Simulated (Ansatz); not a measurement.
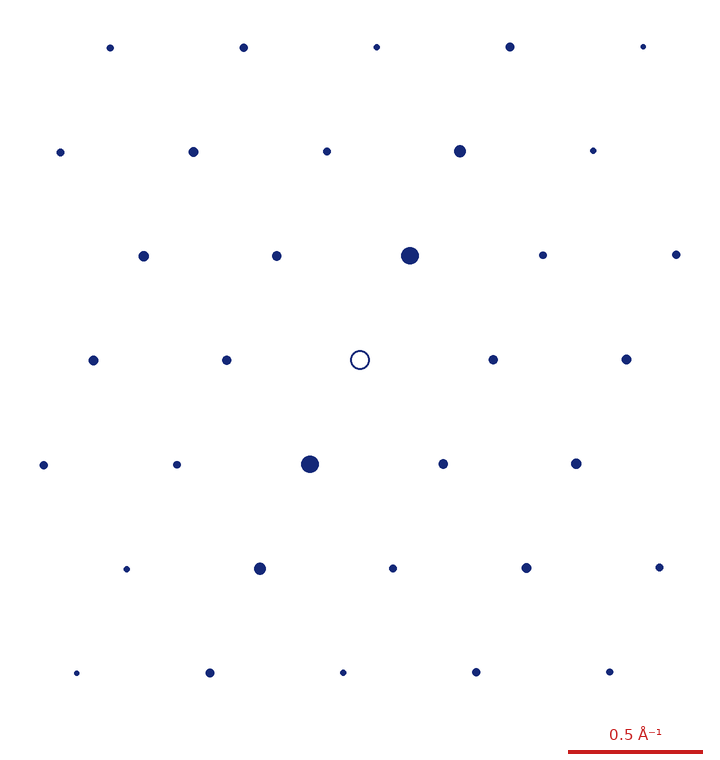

The pattern is a kinematic simulation for 300 kV electrons (no multiple scattering; isotropic B = 0.8 Å²).

It belongs to Bi, space group R-3m (No. 166), a = 4.609 Å, c = 12.137 Å (hexagonal axes). Structure: the end point of a relaxation at fixed volume with Ansatz 0.2.0, DFT PBE, spin-orbit coupling, plane waves, PAW.

**Which low-index zone axis gives this pattern?**

The spots form a centred rectangular net whose two shortest vectors correspond to d = 2.30 Å and 2.00 Å, 64.2° apart. They index as 2 -1 0 and 1 1 -3, so the zone axis is [121] (or an equivalent direction of <121>).

**Which reflections of this zone are missing, and why?**

The lattice centring (R) removes all reflections that break −h + k + l = 3n.

**List the strongest reflections.**

Strongest reflections with d > 0.80 Å, one of each family (|F|² from tabulated Gaussian fits of the electron scattering factors, times a small damping for the curvature of the Ewald sphere):

| hkl | d (Å) | I (strongest = 100) |
| --- | --- | --- |
| 2 -1 0 | 2.305 | 100 |
| 4 -2 0 | 1.152 | 22 |
| 0 3 -6 | 1.112 | 13 |
| 2 2 -6 | 1.001 | 9 |
| 1 1 -3 | 2.002 | 8 |
| 4 1 -6 | 0.800 | 4 |
